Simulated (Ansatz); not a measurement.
C3H6Al (SMILES C=[CH][Al+][CH3]) (charge +1)

The calculation's input:

```
crystal:
  periodic: [false, false, false]
  atoms:
    - {symbol: C, position_ang: [0.933795, -1.010226, -2.239138]}
    - {symbol: C, position_ang: [-0.867157, 0.805791, 0.610017]}
    - {symbol: C, position_ang: [-1.479045, 0.117500, 1.595896]}
    - {symbol: Al, position_ang: [0.031772, -0.077709, -0.813895]}
    - {symbol: H, position_ang: [1.953450, -0.625067, -2.359358]}
    - {symbol: H, position_ang: [0.991477, -2.082778, -2.017404]}
    - {symbol: H, position_ang: [0.393120, -0.877484, -3.183661]}
    - {symbol: H, position_ang: [-0.892113, 1.895787, 0.635204]}
    - {symbol: H, position_ang: [-1.506786, -0.969137, 1.654190]}
    - {symbol: H, position_ang: [-1.990843, 0.635544, 2.406075]}
basis:
  gaussian:
    orbitals: def2-TZVPD
total_charge: 1
hamiltonian:
  xc: {name: PBE0}
output: {forces: true, orbitals: {seedname: orbitals}}
```

Command:

```sh
ansatz run input.yaml --threads 1 --pin off --max-ram 2610MiB --events-out events.jsonl --progress --plain --runs-dir runs
```

Geometry: B3LYP/6-31G*.

These are results of isolated molecule in a Gaussian basis; Kohn-Sham density functional theory, functional PBE0 (Ansatz 0.2.0), not measurements.

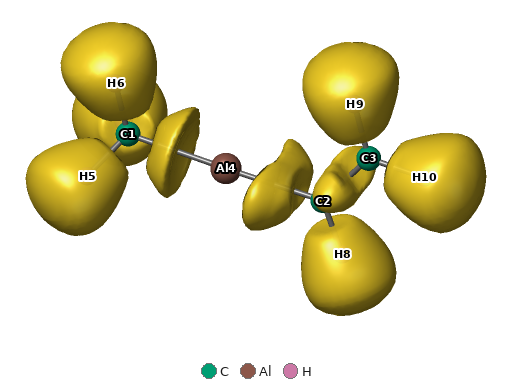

Figure 1. Isosurface of the electron localisation function at 0.8 (yellow), seen at a tilt. Only the valence region is drawn (cores and ρ < 0.01 e/Å³ removed).

Describe the localisation domains.

Answer. The surface consists of two regions between bonded Al–C atoms (shared pairs), one region between bonded C–C atoms (shared pairs) and six regions around hydrogen nuclei. Profiles from the grid: C–C (1.35 Å): the ELF peaks at about 0.95 between the atoms, as expected for localised, covalent bonding. C–Al (1.90 Å): the ELF peaks at about 0.95 between the atoms; a shared but strongly polarised pair.

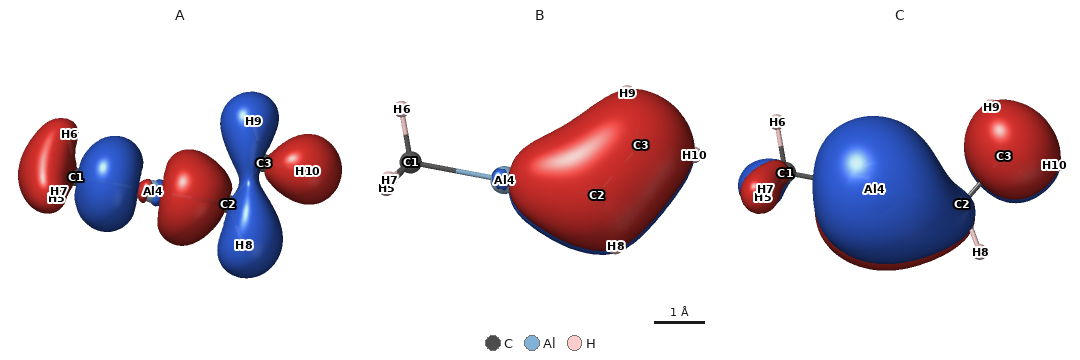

Figure 2. Three frontier orbitals at ±0.08 Å⁻³ᐟ² (blue and red are the two phases), in no order.

Which picture is the HOMO−1, the HOMO and the LUMO?

Answer. A is the HOMO−1 (−13.65 eV). By Hirshfeld shares it lies mainly on C2 (about 25 %), C1 (about 20 %), Al4 (about 20 %), C3 (about 10 %), H10 (about 5 %) and H8 (about 5 %). B is the HOMO (−13.20 eV). Its weight (Hirshfeld) is mainly on C2 (about 45 %) and C3 (about 35 %); π-bonding across C2–C3. C is the LUMO (−6.78 eV). It lies mainly on Al4 (about 55 %), C3 (about 20 %) and C2 (about 10 %).

What is the HOMO–LUMO gap?

Answer. 6.42 eV between the orbital energies.

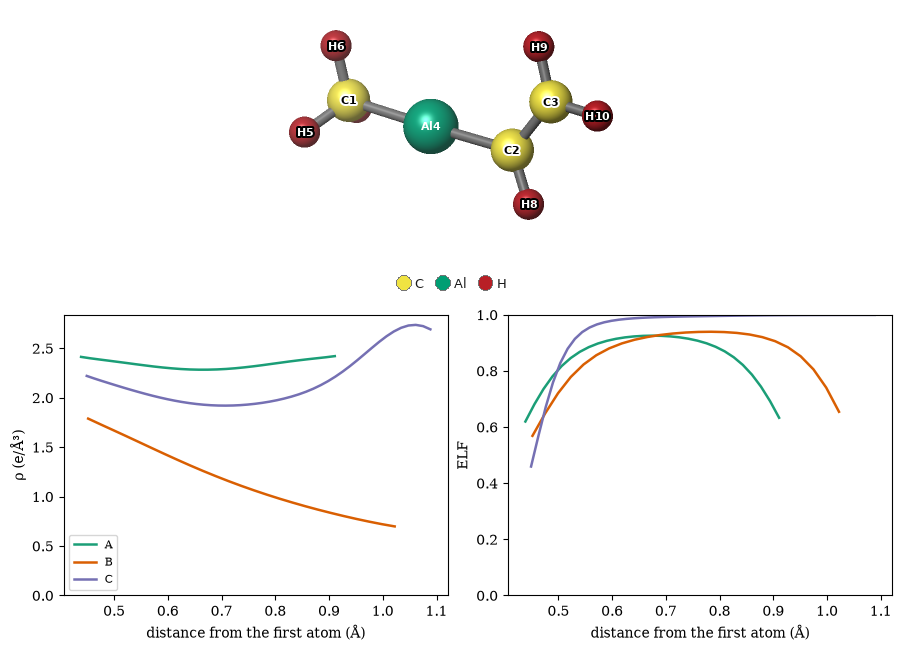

Figure 3. Electron density and ELF along straight lines between neighbouring atoms. The curves leave out the atomic cores. The structure is drawn too.

Which curve belongs to which contact (C–Al, C–C and C–H)? The first atom named is at distance zero.

Answer. Curve A: C–C (1.35 Å): the density is about 2.3 e/Å³ at the midpoint; the ELF peaks at about 0.95 between the atoms; localised, covalent bonding. Curve B: C–Al (1.90 Å): ρ at the midpoint is about 0.77 e/Å³; the ELF peaks at about 0.95 between the atoms (a polar covalent bond). Curve C: C–H (1.09 Å): ρ is about 2.1 e/Å³ halfway; the ELF climbs to about 1 towards the hydrogen, as it does in any bond to H; an ordinary covalent bond to hydrogen.
